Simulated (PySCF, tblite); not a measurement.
# C₃H₁₃BO₂Si₃: geometry, infrared bands and NMR shifts

Wanted: the infrared bands and NMR shifts of C₃H₁₃BO₂Si₃ (`[SiH3][SiH2]C[C@@H]1CBO[SiH2]O1`), by calculation.

The runs use tblite 0.8.0 and PySCF 2.14.0, with density-fitted response routines of our own; the level of theory stands in each step. All values are computed, except where a source is named. Atoms are numbered from 0 throughout.

## Step 1: Starting geometry

22 atoms, charge 0, multiplicity 1; geometry from: force field or distance geometry start.

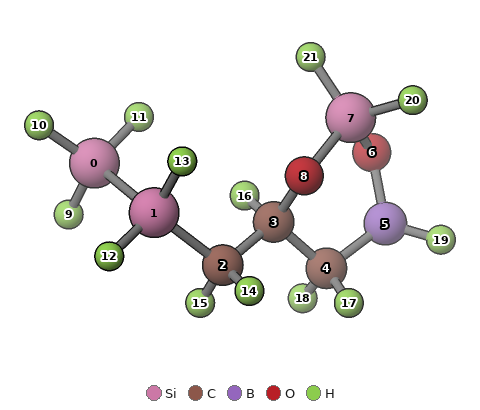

The starting geometry (silicon pink, carbon brown, boron purple, oxygen red, hydrogen green), atoms numbered; sticks join atoms by distance.

## Step 2: Relaxing the molecule with GFN2-xTB

Job settings and geometry (Å):

```
{"job": {"kind": "relax", "xc": "GFN2-xTB", "basis": "xTB"}, "charge": 0, "multiplicity": 1}
Si     3.154800     0.657800     0.222700
Si     1.906900    -0.042300    -1.509100
C      0.516100    -1.141300    -0.890300
C     -0.454400    -0.371100     0.023500
C     -1.525600    -1.350300     0.589300
B     -2.659100    -0.522300     1.353900
O     -2.334400     0.831500     1.826500
Si    -1.916200     1.723400     0.414300
O     -1.046200     0.682300    -0.688500
H      3.647100    -0.502800     0.973300
H      4.273000     1.454700    -0.280000
H      2.312700     1.487600     1.111200
H      2.758300    -0.821800    -2.402100
H      1.368200     1.112500    -2.220500
H     -0.045600    -1.513400    -1.777500
H      0.950900    -1.998100    -0.340300
H      0.154100     0.012300     0.889300
H     -2.008100    -1.909600    -0.251000
H     -1.060900    -2.072200     1.287800
H     -3.778400    -0.773500     1.121700
H     -3.150000     2.214000    -0.237300
H     -1.073500     2.862100     0.782300
```

The run is started by

```bash
OMP_NUM_THREADS=1 python probes_run.py task.json out
```

This one command runs all jobs of the session in turn.

**Question.** This job is followed by: GFN2-xTB harmonic vibrations, gas phase; GIAO PBE0/pcSseg-1 NMR shielding, non-relativistic, gas phase. Predict these results of the whole session: strongest single infrared mode (GFN2-xTB); zero-point energy (GFN2-xTB); 13C shifts against TMS (PBE0/pcSseg-1); 1H shifts against TMS (PBE0/pcSseg-1, means over atoms taken as alike); 29Si shifts against TMS (PBE0/pcSseg-1); 11B shifts against BF3·OEt2 (PBE0/pcSseg-1); 17O shifts against H2O (PBE0/pcSseg-1); surface potential, least and greatest.

**Answer**, as computed:

```
                                                              quantity                                                                 value
                             strongest single infrared mode (GFN2-xTB)                                                 2215 cm⁻¹, 578 km/mol
                                          zero-point energy (GFN2-xTB)                                                         94.7 kcal/mol
                                13C shifts against TMS (PBE0/pcSseg-1)                                                  70.4, 37.4, 28.2 ppm
1H shifts against TMS (PBE0/pcSseg-1, means over atoms taken as alike)  5.75, 5.25, 5.07, 4.10, 4.09, 3.84, 3.39, 1.69, 1.44, 1.43, 0.89 ppm
                               29Si shifts against TMS (PBE0/pcSseg-1)                                              -31.4, -87.2, -116.8 ppm
                           11B shifts against BF3·OEt2 (PBE0/pcSseg-1)                                                              49.9 ppm
                                17O shifts against H2O (PBE0/pcSseg-1)                                                       211.8, 81.2 ppm
                                 surface potential, least and greatest                                                    -0.76 V and 1.44 V
```

What this shows: The optimisation took 234 steps and gained 1.458 eV; among the close pairs (by a distance rule), B5–O6 changed most, from 1.470 to 1.330 Å. No mode is imaginary among the 60: a minimum at this level. The strongest single mode, at 2215 cm⁻¹, moves mainly H10 and H13. GFN2-xTB is a fitted tight-binding method: band positions and strengths are rough. Its intensities can rank the bands wrongly. At PBE0/pcSseg-1: The widest tensor belongs to O6: span 381 ppm, with a paramagnetic part of -274 ppm. By nearest atom (PBE0/pcSseg-1), the HOMO sits on C2, C4 about 14 % each; H19 11 % and the LUMO on B5 48 %; H19 16 %.
